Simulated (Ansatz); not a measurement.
**Run report: CH9BOSi, molecular dynamics (part 3 of 4)**

Continued. System: CH9BOSi. Method: RHF/6-31G* (Ansatz 0.2.0). The run did not end well. It belongs to a series of runs on one base structure; here: dynamics from the highest image of the converged band. The run did not end well; see the last part.

Geometry of the input (Å):
```
B  0.0537  -0.2720  0.1815
C  -0.0507  -0.0099  1.9540
H  -0.9454  -0.2820  2.5089
H  0.8260  -0.1823  2.5713
H  -0.1099  1.0601  1.7875
H  1.0731  0.2045  -0.2000
H  -0.9797  0.0835  -0.2983
O  0.1527  -1.8554  0.2390
Si -0.8834  -2.9418  -0.4733
H  -0.3849  -4.2969  -0.1954
H  -2.2373  -2.7928  0.0913
H  -0.9198  -2.6970  -1.9228
H  0.0240  -1.2278  1.2551
```

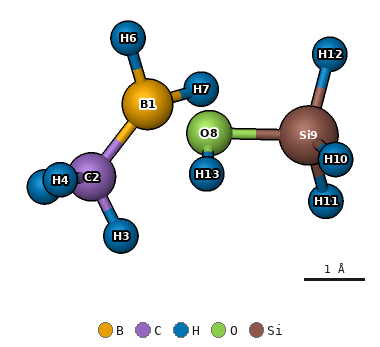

*The geometry at step 37 of the log (ball-and-stick view, seen at a tilt; atoms are numbered from 1 in the order of the input).*

Trajectory as extended XYZ, continued:
```
13
Properties=species:S:1:pos:R:3:forces:R:3 step=25 time_fs=12.5 energy=-11743.21801 temperature=1118.1
B     0.0070   -0.2692    0.2024    0.4129   1.2819   1.8660
C    -0.0457    0.0294    1.8849   -0.0568   1.9527  -1.0885
H    -0.8203   -0.3976    2.5066   -0.5633  -0.5534  -0.2316
H     0.8938   -0.2347    2.3732    0.1253   0.1353  -0.1608
H    -0.1995    1.1227    2.0443    0.4124  -0.7733  -0.0714
H     1.0679    0.0908   -0.2711   -0.4508   0.0368  -0.0413
H    -0.9797   -0.0355   -0.4732    0.1674  -0.1370   0.2789
O     0.1576   -1.8643    0.3005   -0.0157  -1.9132   1.9384
Si   -0.8820   -2.9184   -0.4766   -0.0159  -0.7446  -1.4054
H    -0.3589   -4.2883   -0.2964   -0.1170   0.1592   0.2495
H    -2.2106   -2.7498    0.0568   -0.4800  -0.0482   0.3337
H    -0.8281   -2.5833   -1.8876   -0.0265   0.0863  -0.2429
H     0.1049   -2.0629    1.2616    0.6080   0.5176  -1.4247
13
Properties=species:S:1:pos:R:3:forces:R:3 step=27 time_fs=13.5 energy=-11743.24011 temperature=1133.9
B     0.0034   -0.2570    0.2168    0.7883   1.1103   1.1467
C    -0.0451    0.0365    1.8702   -0.1307   1.9485  -0.3159
H    -0.8109   -0.3987    2.5013   -0.5464  -0.6617  -0.3883
H     0.8920   -0.2366    2.3614    0.1263   0.1452  -0.2419
H    -0.2108    1.1182    2.0937    0.4980  -0.7127  -0.3667
H     1.0728    0.0917   -0.3130   -0.8450  -0.1019   0.3610
H    -0.9711   -0.0605   -0.4933    0.1277  -0.0739   0.4417
O     0.1586   -1.8706    0.3081   -0.0362  -2.3202   1.7212
Si   -0.8826   -2.9186   -0.4793   -0.4079  -0.2725  -1.4834
H    -0.3593   -4.2780   -0.2825   -0.0757   0.0051   0.2055
H    -2.2246   -2.7468    0.0748   -0.0751  -0.1190   0.1019
H    -0.8150   -2.5576   -1.8934   -0.0981  -0.0591  -0.0440
H     0.1282   -2.1793    1.2401    0.6749   1.1118  -1.1379
13
Properties=species:S:1:pos:R:3:forces:R:3 step=28 time_fs=14.0 energy=-11743.22048 temperature=1120.3
B     0.0019   -0.2506    0.2244    0.9156   1.0179   0.7482
C    -0.0449    0.0406    1.8628   -0.1899   1.8468   0.1277
H    -0.8083   -0.4016    2.4974   -0.4810  -0.6719  -0.4952
H     0.8916   -0.2370    2.3546    0.1154   0.1446  -0.2771
H    -0.2148    1.1134    2.1172    0.5151  -0.6159  -0.4984
H     1.0725    0.0919   -0.3329   -0.9727  -0.1457   0.5429
H    -0.9664   -0.0733   -0.5018    0.1013  -0.0401   0.5207
O     0.1591   -1.8743    0.3123   -0.0415  -2.4987   1.5481
Si   -0.8829   -2.9188   -0.4809   -0.6058  -0.0247  -1.5016
H    -0.3598   -4.2728   -0.2748   -0.0527  -0.0751   0.1809
H    -2.2322   -2.7457    0.0843    0.1241  -0.1533  -0.0188
H    -0.8088   -2.5448   -1.8965   -0.1337  -0.1338   0.0549
H     0.1423   -2.2338    1.2250    0.7058   1.3498  -0.9323
13
Properties=species:S:1:pos:R:3:forces:R:3 step=29 time_fs=14.5 energy=-11743.18574 temperature=1096.1
B     0.0005   -0.2439    0.2321    1.0026   0.9214   0.3332
C    -0.0447    0.0451    1.8553   -0.2557   1.6866   0.5872
H    -0.8067   -0.4061    2.4923   -0.3889  -0.6556  -0.6105
H     0.8914   -0.2371    2.3472    0.1008   0.1396  -0.3062
H    -0.2175    1.1070    2.1395    0.5143  -0.4798  -0.6120
H     1.0698    0.0917   -0.3514   -1.0514  -0.1718   0.7051
H    -0.9613   -0.0862   -0.5091    0.0689  -0.0051   0.5949
O     0.1596   -1.8783    0.3168   -0.0451  -2.6468   1.3453
Si   -0.8833   -2.9189   -0.4826   -0.7895   0.2174  -1.5011
H    -0.3604   -4.2677   -0.2666   -0.0305  -0.1520   0.1537
H    -2.2394   -2.7450    0.0938    0.3062  -0.1847  -0.1361
H    -0.8030   -2.5324   -1.8996   -0.1678  -0.2069   0.1455
H     0.1580   -2.2851    1.2077    0.7361   1.5377  -0.6991
13
Properties=species:S:1:pos:R:3:forces:R:3 step=30 time_fs=15.0 energy=-11743.14105 temperature=1064.9
B    -0.0006   -0.2370    0.2400    1.0520   0.8210  -0.0910
C    -0.0445    0.0500    1.8480   -0.3210   1.4769   1.0444
H    -0.8061   -0.4122    2.4858   -0.2803  -0.6163  -0.7240
H     0.8915   -0.2369    2.3391    0.0852   0.1298  -0.3274
H    -0.2190    1.0995    2.1604    0.4959  -0.3105  -0.7035
H     1.0646    0.0911   -0.3683   -1.0820  -0.1807   0.8440
H    -0.9561   -0.0991   -0.5150    0.0294   0.0305   0.6621
O     0.1601   -1.8827    0.3215   -0.0485  -2.7569   1.1225
Si   -0.8837   -2.9191   -0.4844   -0.9500   0.4439  -1.4780
H    -0.3611   -4.2630   -0.2581   -0.0109  -0.2215   0.1231
H    -2.2460   -2.7447    0.1029    0.4631  -0.2118  -0.2458
H    -0.7975   -2.5204   -1.9022   -0.1993  -0.2760   0.2230
H     0.1755   -2.3328    1.1887    0.7664   1.6718  -0.4492
13
Properties=species:S:1:pos:R:3:forces:R:3 step=31 time_fs=15.5 energy=-11743.09193 temperature=1030.6
B    -0.0015   -0.2299    0.2478    1.0667   0.7170  -0.5163
C    -0.0444    0.0551    1.8409   -0.3795   1.2286   1.4820
H    -0.8062   -0.4197    2.4775   -0.1654  -0.5582  -0.8260
H     0.8917   -0.2363    2.3302    0.0715   0.1154  -0.3390
H    -0.2193    1.0913    2.1796    0.4608  -0.1157  -0.7699
H     1.0568    0.0901   -0.3832   -1.0660  -0.1735   0.9562
H    -0.9509   -0.1120   -0.5193   -0.0183   0.0661   0.7198
O     0.1606   -1.8875    0.3263   -0.0528  -2.8241   0.8894
Si   -0.8842   -2.9192   -0.4863   -1.0807   0.6456  -1.4288
H    -0.3619   -4.2589   -0.2493    0.0043  -0.2797   0.0882
H    -2.2514   -2.7449    0.1115    0.5897  -0.2337  -0.3452
H    -0.7925   -2.5091   -1.9044   -0.2273  -0.3392   0.2837
H     0.1948   -2.3764    1.1687    0.7969   1.7514  -0.1942
13
Properties=species:S:1:pos:R:3:forces:R:3 step=33 time_fs=16.5 energy=-11743.00124 temperature=967.3
B    -0.0026   -0.2153    0.2630    1.0007   0.4997  -1.3319
C    -0.0445    0.0661    1.8276   -0.4581   0.6669   2.2429
H    -0.8072   -0.4386    2.4548    0.0486  -0.4020  -0.9623
H     0.8928   -0.2344    2.3099    0.0579   0.0747  -0.3291
H    -0.2166    1.0745    2.2123    0.3493   0.3097  -0.8245
H     1.0338    0.0869   -0.4058   -0.9002  -0.1143   1.0891
H    -0.9406   -0.1371   -0.5226   -0.1397   0.1344   0.7991
O     0.1616   -1.8985    0.3363   -0.0675  -2.8254   0.4330
Si   -0.8856   -2.9192   -0.4905   -1.2331   0.9451  -1.2419
H    -0.3632   -4.2526   -0.2311    0.0163  -0.3506   0.0032
H    -2.2577   -2.7471    0.1259    0.7400  -0.2596  -0.5042
H    -0.7841   -2.4892   -1.9065   -0.2706  -0.4407   0.3446
H     0.2392   -2.4510    1.1278    0.8564   1.7623   0.2820
13
Properties=species:S:1:pos:R:3:forces:R:3 step=34 time_fs=17.0 energy=-11742.96811 temperature=944.1
B    -0.0028   -0.2079    0.2703    0.9216   0.3869  -1.7006
C    -0.0447    0.0718    1.8217   -0.4734   0.3823   2.5470
H    -0.8077   -0.4496    2.4401    0.1348  -0.3117  -0.9850
H     0.8935   -0.2331    2.2986    0.0602   0.0503  -0.3065
H    -0.2140    1.0669    2.2257    0.2787   0.5157  -0.8161
H     1.0189    0.0848   -0.4133   -0.7528  -0.0644   1.1033
H    -0.9359   -0.1492   -0.5214   -0.2130   0.1654   0.8176
O     0.1620   -1.9046    0.3415   -0.0774  -2.7666   0.2305
Si   -0.8864   -2.9191   -0.4928   -1.2488   1.0320  -1.1018
H    -0.3639   -4.2507   -0.2220    0.0114  -0.3600  -0.0478
H    -2.2583   -2.7491    0.1314    0.7613  -0.2629  -0.5611
H    -0.7809   -2.4807   -1.9064   -0.2850  -0.4763   0.3422
H     0.2644   -2.4820    1.1081    0.8823   1.7093   0.4783
13
Properties=species:S:1:pos:R:3:forces:R:3 step=35 time_fs=17.5 energy=-11742.94668 temperature=929.1
B    -0.0028   -0.2003    0.2771    0.8113   0.2720  -2.0276
C    -0.0449    0.0776    1.8162   -0.4715   0.1156   2.7939
H    -0.8079   -0.4613    2.4230    0.2010  -0.2180  -0.9727
H     0.8944   -0.2318    2.2865    0.0684   0.0250  -0.2724
H    -0.2107    1.0606    2.2372    0.2032   0.6989  -0.7897
H     1.0022    0.0826   -0.4182   -0.5635  -0.0024   1.0780
H    -0.9317   -0.1610   -0.5183   -0.2933   0.1931   0.8207
O     0.1624   -1.9111    0.3466   -0.0865  -2.6782   0.0588
Si   -0.8873   -2.9189   -0.4952   -1.2219   1.0733  -0.9317
H    -0.3645   -4.2497   -0.2129   -0.0008  -0.3519  -0.1044
H    -2.2571   -2.7517    0.1355    0.7464  -0.2596  -0.6015
H    -0.7784   -2.4734   -1.9054   -0.2942  -0.5007   0.3175
H     0.2918   -2.5089    1.0895    0.9015   1.6328   0.6310
13
Properties=species:S:1:pos:R:3:forces:R:3 step=36 time_fs=18.0 energy=-11742.93765 temperature=922.7
B    -0.0026   -0.1927    0.2835    0.6682   0.1554  -2.3016
C    -0.0453    0.0835    1.8113   -0.4520  -0.1187   2.9830
H    -0.8076   -0.4736    2.4036    0.2447  -0.1244  -0.9243
H     0.8954   -0.2303    2.2738    0.0813   0.0005  -0.2276
H    -0.2069    1.0559    2.2468    0.1263   0.8458  -0.7515
H     0.9842    0.0804   -0.4204   -0.3338   0.0705   1.0101
H    -0.9282   -0.1722   -0.5132   -0.3786   0.2170   0.8083
O     0.1629   -1.9180    0.3518   -0.0912  -2.5706  -0.0728
Si   -0.8884   -2.9187   -0.4977   -1.1520   1.0683  -0.7345
H    -0.3651   -4.2495   -0.2042   -0.0198  -0.3278  -0.1662
H    -2.2541   -2.7549    0.1382    0.6960  -0.2495  -0.6247
H    -0.7766   -2.4672   -1.9037   -0.2982  -0.5132   0.2714
H     0.3213   -2.5318    1.0725    0.9092   1.5467   0.7305
13
Properties=species:S:1:pos:R:3:forces:R:3 step=37 time_fs=18.5 energy=-11742.94001 temperature=924.2
B    -0.0023   -0.1850    0.2893    0.4916   0.0382  -2.5128
C    -0.0457    0.0892    1.8070   -0.4148  -0.3078   3.1163
H    -0.8066   -0.4861    2.3820    0.2642  -0.0341  -0.8402
H     0.8967   -0.2289    2.2606    0.0969  -0.0215  -0.1734
H    -0.2028    1.0533    2.2546    0.0517   0.9446  -0.7085
H     0.9653    0.0783   -0.4203   -0.0663   0.1526   0.8974
H    -0.9256   -0.1830   -0.5062   -0.4662   0.2366   0.7809
O     0.1633   -1.9254    0.3570   -0.0860  -2.4547  -0.1576
Si   -0.8895   -2.9183   -0.5002   -1.0399   1.0187  -0.5152
H    -0.3658   -4.2501   -0.1958   -0.0445  -0.2904  -0.2321
H    -2.2494   -2.7588    0.1394    0.6108  -0.2328  -0.6302
H    -0.7755   -2.4623   -1.9014   -0.2970  -0.5138   0.2052
H     0.3530   -2.5511    1.0572    0.8993   1.4644   0.7701
13
Properties=species:S:1:pos:R:3:forces:R:3 step=39 time_fs=19.5 energy=-11742.96755 temperature=943.2
B    -0.0013   -0.1697    0.2993    0.0444  -0.1912  -2.7250
C    -0.0469    0.1006    1.8002   -0.2840  -0.5197   3.2299
H    -0.8029   -0.5113    2.3329    0.2301   0.1244  -0.5741
H     0.8999   -0.2262    2.2330    0.1253  -0.0513  -0.0436
H    -0.1945    1.0550    2.2652   -0.0812   0.9702  -0.6321
H     0.9279    0.0755   -0.4139    0.5562   0.3339   0.5416
H    -0.9240   -0.2028   -0.4866   -0.6326   0.2629   0.6866
O     0.1641   -1.9411    0.3672   -0.0205  -2.2300  -0.1771
Si   -0.8920   -2.9173   -0.5053   -0.6973   0.8002  -0.0384
H    -0.3675   -4.2533   -0.1808   -0.1050  -0.1894  -0.3708
H    -2.2359   -2.7681    0.1374    0.3439  -0.1803  -0.5868
H    -0.7754   -2.4562   -1.8954   -0.2803  -0.4809   0.0239
H     0.4228   -2.5793    1.0320    0.8010   1.3511   0.6659
13
Properties=species:S:1:pos:R:3:forces:R:3 step=40 time_fs=20.0 energy=-11742.98509 temperature=955.4
B    -0.0008   -0.1621    0.3034   -0.2130  -0.2976  -2.7296
C    -0.0475    0.1062    1.7978   -0.1892  -0.5405   3.2178
H    -0.8002   -0.5235    2.3062    0.1794   0.1884  -0.4005
H     0.9019   -0.2251    2.2189    0.1322  -0.0561   0.0280
H    -0.1905    1.0593    2.2681   -0.1368   0.8958  -0.6057
H     0.9108    0.0752   -0.4085    0.8867   0.4252   0.3115
H    -0.9253   -0.2117   -0.4743   -0.7023   0.2704   0.6241
O     0.1645   -1.9495    0.3723    0.0508  -2.1271  -0.1187
Si   -0.8934   -2.9167   -0.5079   -0.4748   0.6423   0.2022
H    -0.3687   -4.2556   -0.1746   -0.1374  -0.1334  -0.4400
H    -2.2278   -2.7734    0.1342    0.1682  -0.1453  -0.5388
H    -0.7763   -2.4549   -1.8921   -0.2656  -0.4495  -0.0836
H     0.4606   -2.5885    1.0220    0.7019   1.3275   0.5332
13
Properties=species:S:1:pos:R:3:forces:R:3 step=41 time_fs=20.5 energy=-11743.00058 temperature=966.2
B    -0.0003   -0.1546    0.3069   -0.4744  -0.3927  -2.6815
C    -0.0482    0.1116    1.7961   -0.0754  -0.5132   3.1642
H    -0.7971   -0.5353    2.2785    0.1108   0.2409  -0.2077
H     0.9043   -0.2241    2.2049    0.1308  -0.0527   0.1016
H    -0.1869    1.0657    2.2697   -0.1851   0.7715  -0.5874
H     0.8958    0.0759   -0.4024    1.2036   0.5093   0.0654
H    -0.9284   -0.2200   -0.4605   -0.7563   0.2754   0.5550
O     0.1649   -1.9582    0.3774    0.1511  -2.0264  -0.0267
Si   -0.8948   -2.9160   -0.5105   -0.2260   0.4612   0.4324
H    -0.3702   -4.2583   -0.1694   -0.1691  -0.0786  -0.5067
H    -2.2192   -2.7791    0.1297   -0.0291  -0.1055  -0.4751
H    -0.7779   -2.4546   -1.8891   -0.2475  -0.4104  -0.1956
H     0.5001   -2.5945    1.0132    0.5668   1.3211   0.3621
13
Properties=species:S:1:pos:R:3:forces:R:3 step=42 time_fs=21.0 energy=-11743.01238 temperature=974.5
B     0.0001   -0.1471    0.3098   -0.7187  -0.4710  -2.6012
C    -0.0489    0.1169    1.7950    0.0550  -0.4506   3.0720
H    -0.7937   -0.5465    2.2503    0.0296   0.2831  -0.0032
H     0.9069   -0.2231    2.1912    0.1194  -0.0408   0.1754
H    -0.1836    1.0741    2.2698   -0.2267   0.6090  -0.5744
H     0.8837    0.0778   -0.3962    1.4799   0.5795  -0.1750
H    -0.9332   -0.2277   -0.4453   -0.7897   0.2790   0.4823
O     0.1653   -1.9672    0.3824    0.2780  -1.9200   0.0856
Si   -0.8962   -2.9153   -0.5130    0.0407   0.2648   0.6437
H    -0.3721   -4.2611   -0.1655   -0.1986  -0.0281  -0.5690
H    -2.2108   -2.7850    0.1241   -0.2403  -0.0618  -0.3986
H    -0.7801   -2.4554   -1.8866   -0.2268  -0.3658  -0.3059
H     0.5410   -2.5973    1.0052    0.3983   1.3225   0.1682
13
Properties=species:S:1:pos:R:3:forces:R:3 step=43 time_fs=21.5 energy=-11743.02094 temperature=980.6
B     0.0003   -0.1398    0.3121   -0.9212  -0.5265  -2.5139
C    -0.0496    0.1222    1.7945    0.1972  -0.3691   2.9438
H    -0.7902   -0.5570    2.2221   -0.0572   0.3177   0.2051
H     0.9099   -0.2223    2.1779    0.0971  -0.0205   0.2482
H    -0.1810    1.0838    2.2685   -0.2623   0.4227  -0.5626
H     0.8751    0.0812   -0.3903    1.6860   0.6282  -0.3840
H    -0.9400   -0.2346   -0.4291   -0.7982   0.2826   0.4085
O     0.1658   -1.9765    0.3875    0.4250  -1.7987   0.2038
Si   -0.8977   -2.9146   -0.5155    0.3148   0.0618   0.8294
H    -0.3745   -4.2640   -0.1628   -0.2246   0.0156  -0.6253
H    -2.2029   -2.7911    0.1176   -0.4558  -0.0154  -0.3134
H    -0.7829   -2.4570   -1.8848   -0.2041  -0.3181  -0.4077
H     0.5828   -2.5970    0.9977    0.2034   1.3197  -0.0319
13
Properties=species:S:1:pos:R:3:forces:R:3 step=45 time_fs=22.5 energy=-11743.03705 temperature=992.1
B     0.0000   -0.1254    0.3151   -1.1140  -0.5512  -2.4094
C    -0.0509    0.1324    1.7952    0.4882  -0.2200   2.5893
H    -0.7838   -0.5757    2.1677   -0.2165   0.3813   0.6017
H     0.9164   -0.2208    2.1532    0.0232   0.0420   0.3874
H    -0.1776    1.1059    2.2620   -0.3188   0.0392  -0.5236
H     0.8704    0.0923   -0.3817    1.7885   0.6382  -0.6172
H    -0.9592   -0.2465   -0.3937   -0.7296   0.2947   0.2657
O     0.1669   -1.9959    0.3978    0.7345  -1.4797   0.4040
Si   -0.9004   -2.9131   -0.5202    0.8342  -0.3311   1.1070
H    -0.3810   -4.2696   -0.1623   -0.2631   0.0753  -0.7147
H    -2.1908   -2.8033    0.1024   -0.8490   0.0792  -0.1397
H    -0.7897   -2.4624   -1.8843   -0.1566  -0.2241  -0.5589
H     0.6674   -2.5870    0.9819   -0.2210   1.2562  -0.3915
13
Properties=species:S:1:pos:R:3:forces:R:3 step=46 time_fs=23.0 energy=-11743.04888 temperature=1000.5
B    -0.0004   -0.1184    0.3158   -1.0841  -0.5176  -2.4157
C    -0.0514    0.1375    1.7964    0.6200  -0.1839   2.3676
H    -0.7814   -0.5837    2.1424   -0.2745   0.4199   0.7774
H     0.9198   -0.2199    2.1422   -0.0240   0.0811   0.4529
H    -0.1771    1.1174    2.2569   -0.3405  -0.1307  -0.4889
H     0.8744    0.1002   -0.3796    1.6627   0.5947  -0.6177
H    -0.9714   -0.2515   -0.3750   -0.6511   0.3050   0.1986
O     0.1676   -2.0059    0.4030    0.8702  -1.2738   0.4651
Si   -0.9017   -2.9124   -0.5225    1.0516  -0.5059   1.1964
H    -0.3851   -4.2722   -0.1645   -0.2746   0.0891  -0.7460
H    -2.1876   -2.8091    0.0942   -0.9986   0.1245  -0.0643
H    -0.7938   -2.4659   -1.8860   -0.1333  -0.1824  -0.5965
H     0.7092   -2.5774    0.9728   -0.4240   1.1798  -0.5287
13
Properties=species:S:1:pos:R:3:forces:R:3 step=47 time_fs=23.5 energy=-11743.06377 temperature=1010.8
B    -0.0012   -0.1116    0.3159   -0.9780  -0.4571  -2.4555
C    -0.0517    0.1425    1.7980    0.7325  -0.1883   2.1191
H    -0.7795   -0.5907    2.1189   -0.3111   0.4679   0.9324
H     0.9232   -0.2189    2.1322   -0.0737   0.1230   0.5157
H    -0.1773    1.1285    2.2506   -0.3582  -0.2715  -0.4411
H     0.8824    0.1095   -0.3789    1.4290   0.5216  -0.5460
H    -0.9852   -0.2556   -0.3558   -0.5453   0.3187   0.1341
O     0.1685   -2.0161    0.4083    0.9753  -1.0379   0.4917
Si   -0.9028   -2.9118   -0.5246    1.2228  -0.6582   1.2546
H    -0.3900   -4.2746   -0.1685   -0.2806   0.0916  -0.7678
H    -2.1868   -2.8147    0.0859   -1.0990   0.1669  -0.0049
H    -0.7981   -2.4699   -1.8891   -0.1108  -0.1463  -0.6033
H     0.7499   -2.5650    0.9625   -0.6030   1.0696  -0.6289
13
Properties=species:S:1:pos:R:3:forces:R:3 step=48 time_fs=24.0 energy=-11743.07990 temperature=1022.1
B    -0.0021   -0.1048    0.3155   -0.8165  -0.3761  -2.5110
C    -0.0520    0.1475    1.8001    0.8203  -0.2377   1.8456
H    -0.7784   -0.5966    2.0977   -0.3245   0.5261   1.0647
H     0.9263   -0.2175    2.1235   -0.1220   0.1655   0.5757
H    -0.1784    1.1389    2.2432   -0.3718  -0.3759  -0.3796
H     0.8939    0.1201   -0.3795    1.1119   0.4252  -0.4195
H    -1.0004   -0.2590   -0.3363   -0.4161   0.3354   0.0715
O     0.1695   -2.0265    0.4136    1.0387  -0.7772   0.4823
Si   -0.9039   -2.9112   -0.5266    1.3379  -0.7843   1.2846
H    -0.3955   -4.2767   -0.1743   -0.2813   0.0828  -0.7799
H    -2.1886   -2.8198    0.0775   -1.1401   0.2055   0.0339
H    -0.8027   -2.4743   -1.8937   -0.0896  -0.1167  -0.5778
H     0.7892   -2.5500    0.9506   -0.7468   0.9275  -0.6904
```
